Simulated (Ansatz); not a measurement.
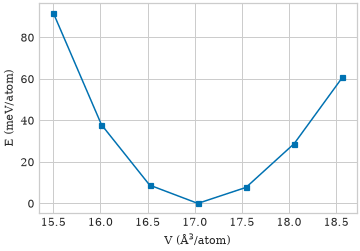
Au (hcp (Mg type), space group No. 194) under volume change, PBEsol (plane waves, PAW; program Ansatz), shape and atoms relaxed at each volume.

**Question.** What does a third-order Birch–Murnaghan fit give for V₀, B₀ and B′?

**Answer.** V₀ = 17.03 Å³/atom, B₀ = 172 GPa, B′ = 5.9.

Space group P6_3/mmc (hcp (Mg type)). The workflow started from an entry of the Crystallography Open Database (COD), which files this formula under 2 space groups. It is not the phase usual at ambient conditions (space group No. 225). The PBEsol relaxation kept the symmetry of its start; whether a distortion lowers the energy is not shown. Spin–orbit coupling is left out wherever it is not named.

Potentials: the later of the program's two PAW sets.
